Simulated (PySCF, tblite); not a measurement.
# CH9ClO2Si3: geometry, infrared bands and NMR shifts

Aim: predict the infrared bands and NMR shifts of CH9ClO2Si3 (`[SiH3]O[SiH2]O[SiH2]CCl`).

Computed with tblite 0.8.0 and PySCF 2.14.0, with density-fitted response routines of our own, on a single molecule in the gas phase. Atoms count from 0, in the outputs and in this text.

### 1 The starting structure

16 atoms, charge 0, multiplicity 1; geometry from: force field or distance geometry start.

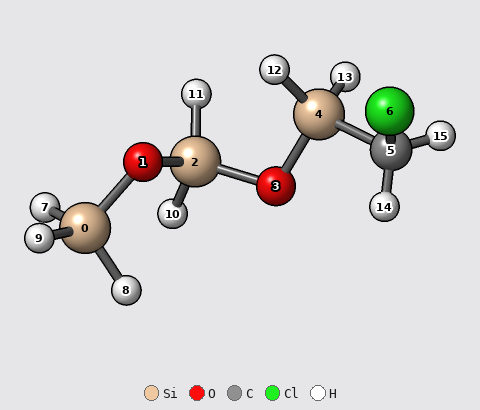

The starting geometry (silicon light orange, oxygen red, carbon grey, chlorine green, hydrogen white), atoms numbered; sticks join atoms by distance.

### 2 Geometry optimisation with GFN2-xTB

The job: settings as JSON, then the geometry in Å.

```
{"job": {"kind": "relax", "xc": "GFN2-xTB", "basis": "xTB"}, "charge": 0, "multiplicity": 1}
Si     3.131000     0.690500     0.435800
O      1.629500     0.009600     0.964300
Si     1.016200    -0.845200    -0.391300
O     -0.403100    -0.026000    -0.920800
Si    -1.751000    -0.594400     0.017000
C     -3.077000     0.723300    -0.196200
Cl    -3.665200     1.254800     1.405100
H      4.005200    -0.457200     0.140700
H      2.830000     1.474700    -0.782100
H      3.744200     1.531300     1.460300
H      1.967200    -0.778100    -1.515600
H      0.735700    -2.237100    -0.056100
H     -1.415400    -0.758900     1.444100
H     -2.171500    -1.886000    -0.571300
H     -2.637300     1.601500    -0.738800
H     -3.946000     0.306100    -0.706700
```

Command:

```bash
$ OMP_NUM_THREADS=1 python probes_run.py task.json out
```

This one command runs all jobs of the session in turn.

**Question.** This job is followed by: GFN2-xTB harmonic vibrations, gas phase; GIAO PBE0/pcSseg-1 NMR shielding, non-relativistic, gas phase. Predict these results of the whole session: strongest single infrared mode (GFN2-xTB); zero-point energy (GFN2-xTB); ¹³C shifts against TMS (PBE0/pcSseg-1); ¹H shifts against TMS (PBE0/pcSseg-1, means over atoms taken as alike); ²⁹Si shifts against TMS (PBE0/pcSseg-1); ¹⁷O shifts against H2O (PBE0/pcSseg-1); ³⁵Cl shifts against HCl (PBE0/pcSseg-1).

As calculated:

| quantity | value |
| --- | --- |
| strongest single infrared mode (GFN2-xTB) | 1071 cm⁻¹, 613 km/mol |
| zero-point energy (GFN2-xTB) | 58.7 kcal/mol |
| ¹³C shifts against TMS (PBE0/pcSseg-1) | 31.3 ppm |
| ¹H shifts against TMS (PBE0/pcSseg-1, means over atoms taken as alike) | 5.24, 5.02, 4.89, 3.27 ppm |
| ²⁹Si shifts against TMS (PBE0/pcSseg-1) | -33.9, -43.8, -45.6 ppm |
| ¹⁷O shifts against H2O (PBE0/pcSseg-1) | 67.9, 41.0 ppm |
| ³⁵Cl shifts against HCl (PBE0/pcSseg-1) | -26 ppm |

Relaxing lowered the energy by 1.574 eV in 253 steps; the close pair that moved most is O3–Si4, from 1.738 to 1.616 Å. No mode is imaginary among the 42: a minimum at this level. The strongest single mode, at 1071 cm⁻¹, moves mainly O3 and O1. GFN2-xTB is a fitted tight-binding method: band positions and strengths are rough. Its intensities can rank the bands wrongly. At PBE0/pcSseg-1: The widest tensor belongs to Cl6: span 248 ppm, with a paramagnetic part of -170 ppm.
